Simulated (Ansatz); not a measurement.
# ClNSi: what the fields show

```json
{"atom": "N", "x (Å)": "1.1921", "y (Å)": "0.9764", "z (Å)": "0.7618"}
{"atom": "Si", "x (Å)": "0.1064", "y (Å)": "0.0870", "z (Å)": "0.0680"}
{"atom": "Cl", "x (Å)": "-1.2985", "y (Å)": "-1.0634", "z (Å)": "-0.8298"}
```

The calculation used RKS PBE0/def2-SVP (Ansatz).

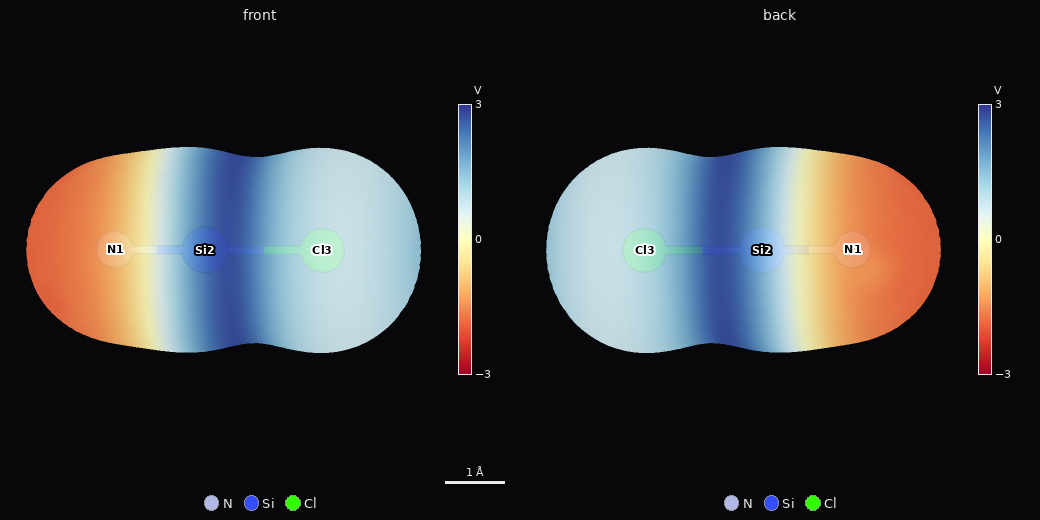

Figure 1. The molecular electrostatic potential painted on the density surface at 0.004 e/bohr³, seen from the front and from behind; red is negative and blue positive.

### Which sites attract a positive test charge, and which a negative one?

A positive charge is drawn to the negative regions and a negative charge to the positive ones. The most negative region (about −1.8 V) lies over N1, the most positive (about +2.8 V) over Si2. Cl3 shows a σ-hole: about +1.4 V at the tip opposite its bond, against about +0.8 V on its flanks. N1 is the likeliest acceptor of a hydrogen bond.

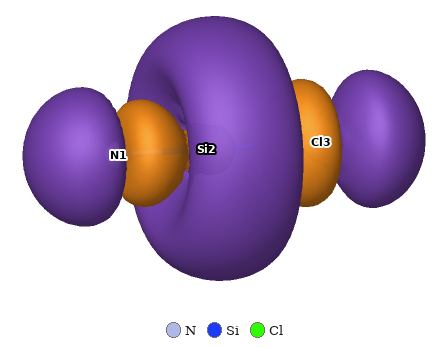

Figure 2. The LUMO at ±0.06 Å⁻³ᐟ² (orange and purple are the two phases), seen from one side.

### What is the character of this orbital?

By Hirshfeld shares it lies mainly on Si2 (about 55 %), N1 (about 25 %) and Cl3 (about 20 %); it is of σ type. Its energy is −3.20 eV.
